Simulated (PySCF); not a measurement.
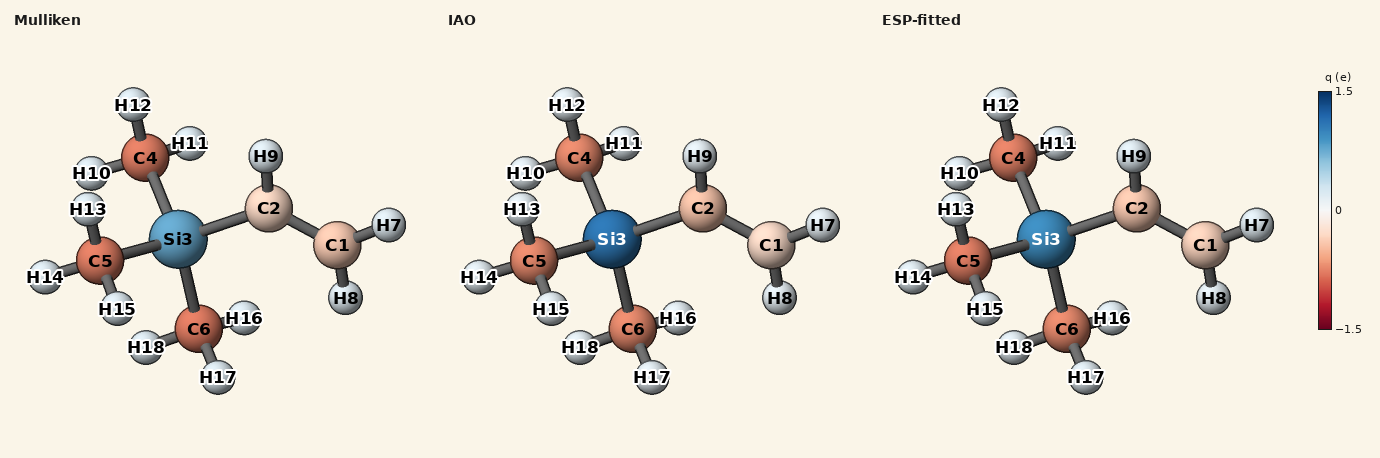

Atomic charges of one calculation by 3 schemes, on one colour scale. The geometry was computed by an optimisation with PBE0-D3(BJ)/def2-SVP. No frequency run is at hand to confirm it as a minimum. Method: PBE0/6-31G* (PySCF 2.14.0).

Question: On which atom do the schemes disagree most?

Answer: On Si3 (from 0.76 to 1.08 e).

List the charges (e), one line for each set of equivalent atoms. Atoms whose distances differ by more than 0.02 Å in this geometry are listed apart.

```
atom  Mulliken    IAO  ESP-fitted
  C1     −0.38  −0.27       −0.33
  C2     −0.30  −0.42       −0.39
 Si3      0.76   1.08        0.93
  C4     −0.76  −0.71       −0.75
  C5     −0.76  −0.71       −0.75
  C6     −0.77  −0.71       −0.71
  H7      0.17   0.14        0.17
  H8      0.17   0.14        0.15
  H9      0.16   0.14        0.17
 H10      0.19   0.15        0.17
 H11      0.19   0.15        0.17
 H12      0.19   0.15        0.16
 H13      0.19   0.15        0.17
 H14      0.19   0.15        0.17
 H15      0.19   0.15        0.17
 H16      0.19   0.15        0.16
 H17      0.19   0.15        0.16
 H18      0.19   0.15        0.16
```
